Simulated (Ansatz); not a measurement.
# A workflow on PH (SMILES [PH])

Wanted: a series of 58 runs (UHF/STO-3G, UHF/3-21G, UHF/6-31G*, UB3LYP/6-31G*, UPBE/def2-SVP, UMP2/6-31G*, USVWN5/def2-TZVP, UB3LYP-D4/def2-TZVP, and more) of HP. 

The calculation is run with Ansatz 0.2.0.

### 1 The molecule

The species is PH (2 atoms), meant as a triplet with charge 0. As SMILES, `[PH]`. Geometry: relaxed at PBE0-D4/def2-TZVP. The run starts from this shape.

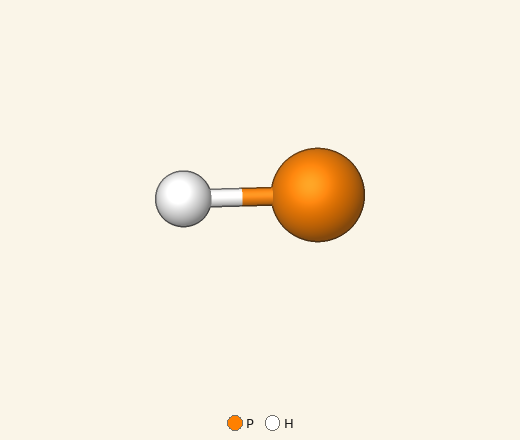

The structure, seen from a chosen angle (phosphorus orange, hydrogen white).

### 2 A geometry optimisation at UHF/STO-3G (paw set gaussian, start density atoms) (run 1)

molecule.yaml

```yaml
crystal:
  periodic: [false, false, false]
  atoms:
    - symbol: P
      position_ang: [-0.000000, -0.000000, -0.014610]
    - symbol: H
      position_ang: [0.000000, 0.000000, 1.413680]
basis:
  gaussian:
    orbitals: STO-3G
magnetization:
  spin_polarized: true
  initial_magnetization: 2
hamiltonian:
  xc: hf
relax:
  f_tol: 0.002
output:
  orbitals: {seedname: orbitals}
```

Started as:

```bash
$ ansatz run molecule.yaml --threads 1 --pin off --max-ram 3480MiB --events-out events.jsonl --progress --plain --runs-dir runs
```

The program printed (excerpt; [...] marks lines left out):

```text
Warning: RAYON_NUM_THREADS=1 ignored (pool sized by the plan → 1); use --threads N
[...]
Functional definition: HF
  name "HF"
[...]
114 factors; integrals over basis functions are off by at most 5.4e-6 eV
[...]
mean field -9182.23613683 eV, -337.4409540852 hartree, gradient 1.3e-5 eV, S^2 2.011503; 0 other end points of the search recorded, 0 dependent functions left out
[...]
reference -9182.23613683 eV, -337.4409540852 hartree; 9, 7 occupied and 1, 3 virtual orbitals, 114 factors
relax step   1: F+E_penalty+E_count = -9182.23613683 eV  Δ(F+E_penalty+E_count) = +0.000e0 eV  max|allowed force component| = 8.955e-1 eV/Å  Δτ_max = 0.0000 Å  (24 SCF iters, accepted)
[...]
relax step   2: F+E_penalty+E_count = -9182.25020051 eV  Δ(F+E_penalty+E_count) = -1.406e-2 eV  max|allowed force component| = 5.750e-2 eV/Å  Δτ_max = 0.0145 Å  (21 SCF iters, accepted)
[...]
relax step   3: F+E_penalty+E_count = -9182.25025424 eV  Δ(F+E_penalty+E_count) = -5.373e-5 eV  max|allowed force component| = 4.363e-4 eV/Å  Δτ_max = 0.0009 Å  (20 SCF iters, accepted)
114 factors; integrals over basis functions are off by at most 5.9e-6 eV
[...]
mean field -9182.25025424 eV, -337.4414728907 hartree, gradient 1.8e-5 eV, S^2 2.010367; 1 other end points of the search recorded, 0 dependent functions left out
[...]
reference -9182.25025424 eV, -337.4414728907 hartree; 9, 7 occupied and 1, 3 virtual orbitals, 114 factors
Total energy: -9182.25025424 eV, -337.4414728907 hartree
Atom 0 at     0.000000     0.000000     0.000829 Å, force    -0.000000     0.000000    -0.000436 eV/Å
Atom 1 at    -0.000000    -0.000000     1.398241 Å, force     0.000000    -0.000000     0.000436 eV/Å
Dipole moment:    -0.000000    -0.000000     0.064688 e Å
```

Run time: 0.24 s. Hardware: 1 thread of Arm Neoverse V1, shared host.

The path in brief:

```csv
step,energy from the first frame kept (eV),largest force (eV/Å)
1,0.0000,0.8955
2,-0.0141,0.0575
3,-0.0141,0.0004
```

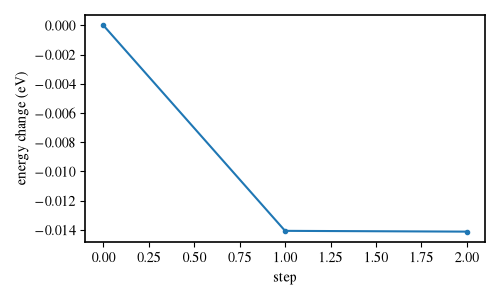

Energy along the run.

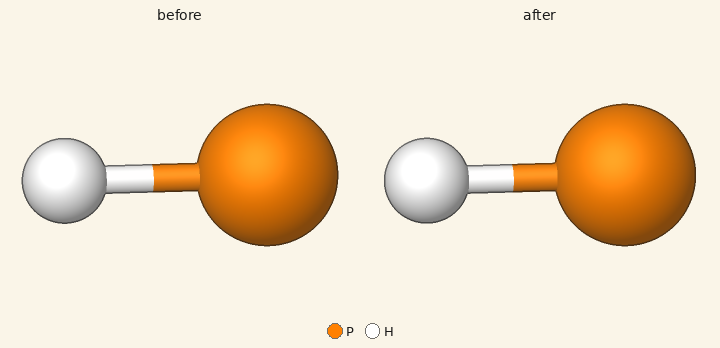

Before and after, at one scale.

After the run. Bond lengths: P1–H2 1.397 Å.

### 3 The harmonic vibrations at UHF/STO-3G (paw set gaussian, start density atoms) (run 2)

input.yaml

```yaml
crystal:
  periodic: [false, false, false]
  atoms:
    - {symbol: P, position_ang: [0.000000, 0.000000, 0.000829]}
    - {symbol: H, position_ang: [-0.000000, -0.000000, 1.398241]}
basis:
  gaussian:
    orbitals: STO-3G
total_charge: 0
magnetization:
  spin_polarized: true
  initial_magnetization: 2
hamiltonian:
  xc: hf
phonons:
  temperatures: {t_min: 298.15, t_max: 298.15, t_step: 1}
```

Started as:

```bash
$ ansatz run input.yaml --threads 1 --pin off --max-ram 3480MiB --events-out events.jsonl --progress --plain --runs-dir runs
```

The program printed:

```text
Warning: RAYON_NUM_THREADS=1 ignored (pool sized by the plan → 1); use --threads N
[... 76 lines left out ...]
Total energy: -9182.25025424 eV, -337.4414728907 hartree
[... 2 lines left out ...]
Dipole moment:     0.000000     0.000000     0.064689 e Å
Vibrations: 2935.25 cm⁻¹, zero-point energy 0.181963 eV
```

Run time: 0.44 s. Hardware: 1 thread of Arm Neoverse V1, shared host.

Runs 3 to 44 aren't shown in full; the table further down has their settings and results.

### 4 A structure relaxation at UB2PLYP/cc-pVTZ (paw set gaussian, start density atoms) (run 45)

input.yaml

```yaml
crystal:
  periodic: [false, false, false]
  atoms:
    - {symbol: P, position_ang: [-0.000000, -0.000000, -0.014610]}
    - {symbol: H, position_ang: [0.000000, 0.000000, 1.413680]}
basis:
  gaussian:
    orbitals: cc-pVTZ
magnetization:
  spin_polarized: true
  initial_magnetization: 2
hamiltonian:
  xc: {name: B2PLYP}
relax:
  f_tol: 0.002
output: {orbitals: {seedname: orbitals}}
```

Started as:

```bash
$ ansatz run input.yaml --threads 1 --pin off --max-ram 3480MiB --events-out events.jsonl --progress --plain --runs-dir runs
```

The program printed:

```text
Warning: RAYON_NUM_THREADS=1 ignored (pool sized by the plan → 1); use --threads N
The last accepted step is kept in runs//last_step.txt (removed where the run ends without a failure and the disk answers)
[... 13 lines left out ...]
5 core orbitals not correlated: weight in the atoms' cores, before any rotation towards them, 1.000 or more for the frozen orbitals, at most 0.000 for the correlated occupied ones
[... 16 lines left out ...]
5 core orbitals not correlated: weight in the atoms' cores, before any rotation towards them, 1.000 or more for the frozen orbitals, at most 0.000 for the correlated occupied ones
[... 10 lines left out ...]
Total energy: -9299.90882401 eV, -341.7653455778 hartree
[... 2 lines left out ...]
Dipole moment:     0.000000    -0.000000     0.097677 e Å
```

Run time: 5.7 s. Hardware: 1 thread of Arm Neoverse V1, shared host; peak memory 0.1 GiB.

Steps, from the record of the run:

```csv
step,energy from the first frame kept (eV),largest force (eV/Å)
1,0.0000,0.0570
2,-0.0001,0.0199
3,-0.0001,0.0001
```

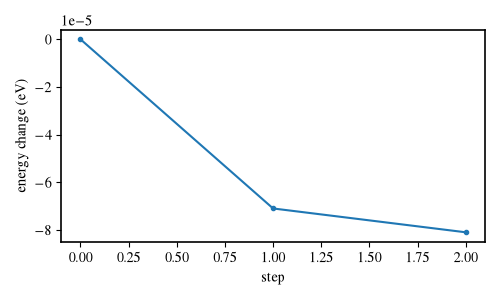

Energy along the run.

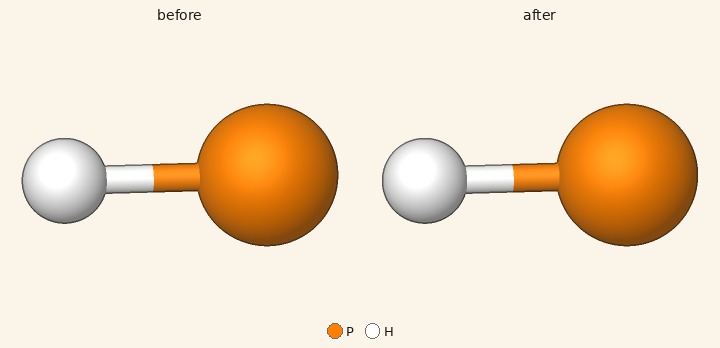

Before and after, at one scale.

After the run. Bond lengths: P1–H2 1.425 Å.

Runs 46 to 57 aren't shown in full; the table further down has their settings and results.

### 5 The doublet cation: a geometry optimisation at UPBE-D3(BJ)/def2-TZVP (paw set gaussian, start density atoms) (run 58)

job.yaml

```yaml
crystal:
  periodic: [false, false, false]
  atoms:
    - symbol: P
      position_ang: [0.000000, -0.000000, -0.020791]
    - symbol: H
      position_ang: [-0.000000, 0.000000, 1.419861]
basis:
  gaussian: {orbitals: def2-TZVP}
total_charge: 1
magnetization: {spin_polarized: true, initial_magnetization: 1}
hamiltonian: {xc: {name: PBE}, dispersion: d3bj}
relax: {}
```

Started as:

```bash
$ ansatz run job.yaml --threads 1 --pin off --max-ram 3480MiB --events-out events.jsonl --progress --plain --runs-dir runs
```

The program printed (excerpt; [...] marks lines left out):

```text
Warning: RAYON_NUM_THREADS=1 ignored (pool sized by the plan → 1); use --threads N
[...]
Functional definition: PBE
  name "PBE"
[...]
314 factors; their error is unknown
[...]
mean field -9288.49487016 eV, -341.3458905103 hartree, gradient 6.6e-6 eV, S^2 0.754561; 3 other end points of the search recorded, 0 dependent functions left out
[...]
reference -9288.49489669 eV, -341.3458914854 hartree; 8, 7 occupied and 35, 36 virtual orbitals, 314 factors
relax step   1: F+E_penalty+E_count = -9288.50587117 eV  Δ(F+E_penalty+E_count) = +0.000e0 eV  max|allowed force component| = 1.434e-1 eV/Å  Δτ_max = 0.0000 Å  (53 SCF iters, accepted)
[...]
relax step   2: F+E_penalty+E_count = -9288.50634193 eV  Δ(F+E_penalty+E_count) = -4.708e-4 eV  max|allowed force component| = 4.994e-2 eV/Å  Δτ_max = 0.0024 Å  (25 SCF iters, accepted)
[...]
relax step   3: F+E_penalty+E_count = -9288.50640809 eV  Δ(F+E_penalty+E_count) = -6.616e-5 eV  max|allowed force component| = 3.813e-4 eV/Å  Δτ_max = 0.0013 Å  (24 SCF iters, accepted)
314 factors; their error is unknown
[...]
mean field -9288.49540761 eV, -341.3459102615 hartree, gradient 1.3e-5 eV, S^2 0.754565; 3 other end points of the search recorded, 0 dependent functions left out
[...]
reference -9288.49543414 eV, -341.3459112365 hartree; 8, 7 occupied and 35, 36 virtual orbitals, 314 factors
Total energy: -9288.50643462 eV, -341.3463154966 hartree
Atom 0 at    -0.000000     0.000000    -0.024548 Å, force     0.000000    -0.000000    -0.000381 eV/Å
Atom 1 at     0.000000    -0.000000     1.423618 Å, force    -0.000000     0.000000     0.000381 eV/Å
Dipole moment:     0.000000    -0.000000     0.138128 e Å
```

It took 2.3 s on 1 thread of Arm Neoverse V1, shared host.

Steps, from the record of the run:

```csv
step,energy from the first frame kept (eV),largest force (eV/Å)
1,0.0000,0.1434
2,-0.0005,0.0499
3,-0.0005,0.0004
```

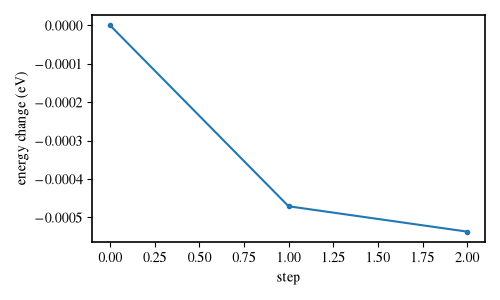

Energy along the run.

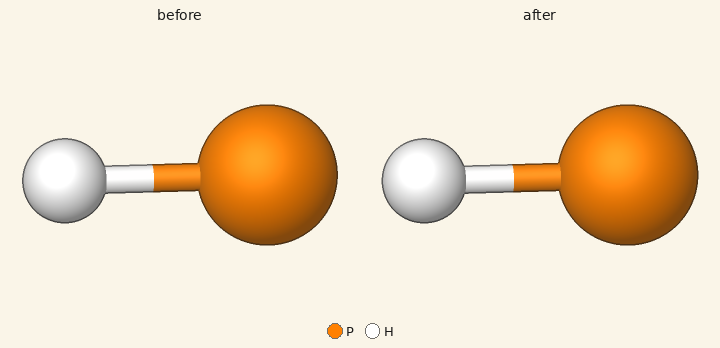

Before and after, at one scale.

After the run. Bond lengths: P1–H2 1.448 Å.

### 6 All runs side by side

```csv
run,level,task,walk f tol,partner,energy (Eh),dipole moment (D),⟨S²⟩,wall time
1,"UHF/STO-3G (paw set gaussian, start density atoms)",optimise,0.002,base,-337.441473,0.31,2.010,0.24 s
2,"UHF/STO-3G (paw set gaussian, start density atoms)",frequencies,–,base,-337.441473,0.31,2.010,0.44 s
3,"UHF/STO-3G (paw set gaussian, start density atoms)",energy,–,cation,-337.189526,–,0.753,0.06 s
4,"UHF/STO-3G (paw set gaussian, start density atoms)",optimise,–,cation,-337.189759,–,0.753,0.26 s
5,"UHF/3-21G (paw set gaussian, start density atoms)",optimise,0.002,base,-339.552913,0.83,2.011,0.32 s
6,"UHF/3-21G (paw set gaussian, start density atoms)",frequencies,–,base,-339.552913,0.83,2.011,0.6 s
7,"UHF/3-21G (paw set gaussian, start density atoms)",energy,–,cation,-339.189854,–,0.753,0.08 s
8,"UHF/3-21G (paw set gaussian, start density atoms)",optimise,–,cation,-339.189890,–,0.753,0.36 s
9,"UHF/6-31G* (Cartesian functions, paw set gaussian, start density atoms)",optimise,0.002,base,-341.264988,0.71,2.020,0.79 s
10,"UHF/6-31G* (Cartesian functions, paw set gaussian, start density atoms)",frequencies,–,base,-341.264988,0.71,2.020,1.2 s
11,"UHF/6-31G* (Cartesian functions, paw set gaussian, start density atoms)",energy,–,cation,-340.908992,–,0.761,0.12 s
12,"UHF/6-31G* (Cartesian functions, paw set gaussian, start density atoms)",optimise,–,cation,-340.909010,–,0.761,0.56 s
13,"UB3LYP/6-31G* (Cartesian functions, paw set gaussian, start density atoms)",optimise,0.002,base,-341.877171,0.65,2.005,1.6 s
14,"UB3LYP/6-31G* (Cartesian functions, paw set gaussian, start density atoms)",frequencies,–,base,-341.877171,0.65,2.005,3.6 s
15,"UB3LYP/6-31G* (Cartesian functions, paw set gaussian, start density atoms)",energy,–,cation,-341.503708,–,0.753,0.38 s
16,"UB3LYP/6-31G* (Cartesian functions, paw set gaussian, start density atoms)",optimise,–,cation,-341.503709,–,0.753,1.2 s
17,"UPBE/def2-SVP (paw set gaussian, start density atoms)",optimise,0.002,base,-341.604211,0.59,2.005,1.6 s
18,"UPBE/def2-SVP (paw set gaussian, start density atoms)",frequencies,–,base,-341.604211,0.59,2.005,2.9 s
19,"UPBE/def2-SVP (paw set gaussian, start density atoms)",energy,–,cation,-341.229273,–,0.753,0.46 s
20,"UPBE/def2-SVP (paw set gaussian, start density atoms)",optimise,–,cation,-341.229290,–,0.753,1.6 s
21,"UMP2/6-31G* (Cartesian functions, paw set gaussian, start density atoms)",optimise,0.002,base,-341.333460,0.72,2.020,0.58 s
22,"UMP2/6-31G* (Cartesian functions, paw set gaussian, start density atoms)",frequencies,–,base,-341.333460,0.72,2.020,1.5 s
23,"UMP2/6-31G* (Cartesian functions, paw set gaussian, start density atoms)",energy,–,cation,-340.971150,–,0.760,0.14 s
24,"UMP2/6-31G* (Cartesian functions, paw set gaussian, start density atoms)",optimise,–,cation,-340.971162,–,0.760,0.66 s
25,"USVWN5/def2-TZVP (paw set gaussian, start density atoms)",optimise,0.002,base,-340.600728,0.50,2.003,1.2 s
26,"USVWN5/def2-TZVP (paw set gaussian, start density atoms)",frequencies,–,base,-340.600728,0.50,2.003,2.9 s
27,"USVWN5/def2-TZVP (paw set gaussian, start density atoms)",energy,–,cation,-340.222856,–,0.752,0.52 s
28,"USVWN5/def2-TZVP (paw set gaussian, start density atoms)",optimise,–,cation,-340.222897,–,0.752,1.7 s
29,"UB3LYP-D4/def2-TZVP (paw set gaussian, start density atoms)",optimise,0.002,base,-341.905619,0.44,2.006,2.1 s
30,"UB3LYP-D4/def2-TZVP (paw set gaussian, start density atoms)",frequencies,–,base,-341.905619,0.44,2.006,4.8 s
31,"UB3LYP-D4/def2-TZVP (paw set gaussian, start density atoms)",energy,–,cation,-341.532103,–,0.755,0.56 s
32,"UB3LYP-D4/def2-TZVP (paw set gaussian, start density atoms)",optimise,–,cation,-341.532111,–,0.755,2.2 s
33,"UBLYP/cc-pVTZ (paw set gaussian, start density atoms)",optimise,0.002,base,-341.887628,0.40,2.005,2.2 s
34,"UBLYP/cc-pVTZ (paw set gaussian, start density atoms)",frequencies,–,base,-341.887628,0.40,2.005,4.5 s
35,"UBLYP/cc-pVTZ (paw set gaussian, start density atoms)",energy,–,cation,-341.521293,–,0.754,0.66 s
36,"UBLYP/cc-pVTZ (paw set gaussian, start density atoms)",optimise,–,cation,-341.521304,–,0.754,2.5 s
37,"U-r2SCAN/def2-TZVP (paw set gaussian, start density atoms)",optimise,0.002,base,-341.857545,0.52,2.013,4.5 s
38,"U-r2SCAN/def2-TZVP (paw set gaussian, start density atoms)",frequencies,–,base,-341.857545,0.52,2.013,8.1 s
39,"U-r2SCAN/def2-TZVP (paw set gaussian, start density atoms)",energy,–,cation,-341.474687,–,0.759,2.5 s
40,"U-r2SCAN/def2-TZVP (paw set gaussian, start density atoms)",optimise,–,cation,-341.474701,–,0.759,8.4 s
41,"U-wB97X-V/def2-TZVP (paw set gaussian, start density atoms)",optimise,0.002,base,-341.823592,0.52,2.006,6.6 s
42,"U-wB97X-V/def2-TZVP (paw set gaussian, start density atoms)",frequencies,–,base,-341.823592,0.52,2.006,14 s
43,"U-wB97X-V/def2-TZVP (paw set gaussian, start density atoms)",energy,–,cation,-341.453745,–,0.754,1.7 s
44,"U-wB97X-V/def2-TZVP (paw set gaussian, start density atoms)",optimise,–,cation,-341.453751,–,0.754,8.1 s
45,"UB2PLYP/cc-pVTZ (paw set gaussian, start density atoms)",optimise,0.002,base,-341.765346,0.47,2.011,5.7 s
46,"UB2PLYP/cc-pVTZ (paw set gaussian, start density atoms)",frequencies,–,base,-341.765346,0.47,2.011,17 s
47,"UHF/cc-pVTZ (paw set gaussian, start density atoms)",optimise,0.002,base,-341.297764,0.56,2.027,0.79 s
48,"UHF/cc-pVTZ (paw set gaussian, start density atoms)",frequencies,–,base,-341.297764,0.56,2.027,1.9 s
49,"UHF/cc-pVTZ (paw set gaussian, start density atoms)",energy,–,cation,-340.942796,–,0.794,0.54 s
50,"UHF/cc-pVTZ (paw set gaussian, start density atoms)",optimise,–,cation,-340.942796,–,0.793,1.4 s
51,"UMP2/aug-cc-pVDZ (paw set gaussian, start density atoms)",optimise,0.002,base,-341.374438,0.46,2.024,1.4 s
52,"UMP2/aug-cc-pVDZ (paw set gaussian, start density atoms)",frequencies,–,base,-341.374438,0.46,2.024,3.9 s
53,"UMP2/aug-cc-pVDZ (paw set gaussian, start density atoms)",energy,–,cation,-341.004770,–,0.764,0.3 s
54,"UMP2/aug-cc-pVDZ (paw set gaussian, start density atoms)",optimise,–,cation,-341.004771,–,0.764,1.2 s
55,"UPBE-D3(BJ)/def2-TZVP (paw set gaussian, start density atoms)",optimise,0.002,base,-341.722155,0.46,2.007,1.9 s
56,"UPBE-D3(BJ)/def2-TZVP (paw set gaussian, start density atoms)",frequencies,–,base,-341.722155,0.46,2.007,4.2 s
57,"UPBE-D3(BJ)/def2-TZVP (paw set gaussian, start density atoms)",energy,–,cation,-341.346296,–,0.755,0.64 s
58,"UPBE-D3(BJ)/def2-TZVP (paw set gaussian, start density atoms)",optimise,–,cation,-341.346315,–,0.755,2.3 s
```

### 7 Summary of results

| quantity | value |
| --- | --- |
| doublet cation, run 58: total energy at the end | -341.34632 Eh |
| doublet cation, run 58: bond length | 1.448 Å |
| doublet cation, run 58: dispersion energy | -1.06 kJ/mol |
| doublet cation, run 58: ⟨S²⟩ | 0.755 |
| vertical ionisation energy (to the doublet cation), UHF/STO-3G | 6.856 eV |
| vertical ionisation energy (to the doublet cation), UHF/6-31G* | 9.687 eV |
| vertical ionisation energy (to the doublet cation), UPBE/def2-SVP | 10.203 eV |
| vertical ionisation energy (to the doublet cation), U-r2SCAN/def2-TZVP | 10.418 eV |
| vertical ionisation energy (to the doublet cation), UMP2/aug-cc-pVDZ | 10.059 eV |
| adiabatic ionisation energy (to the doublet cation, no zero-point term), UHF/6-31G* | 9.687 eV |
| adiabatic ionisation energy (to the doublet cation, no zero-point term), UB3LYP/6-31G* | 10.162 eV |
| adiabatic ionisation energy (to the doublet cation, no zero-point term), UPBE/def2-SVP | 10.202 eV |

In words: At UHF/STO-3G: removing an electron at fixed nuclei costs 6.86 eV (661 kJ/mol). In a minimal basis such a difference can be off by several eV, whatever the method. At UHF/6-31G*: the vertical ionisation energy comes to 9.69 eV (935 kJ/mol). At UPBE/def2-SVP: removing an electron at fixed nuclei costs 10.20 eV (235 kcal/mol). At U-r2SCAN/def2-TZVP: removing an electron at fixed nuclei costs 10.42 eV (1005 kJ/mol). At UMP2/aug-cc-pVDZ: removing an electron at fixed nuclei costs 10.06 eV (971 kJ/mol). Totals of different functionals can't be ranked against each other. In runs 1, 2, 3, 4 the basis is minimal, so the values are rough. All runs together took 2.4 min, the longest 17 s.
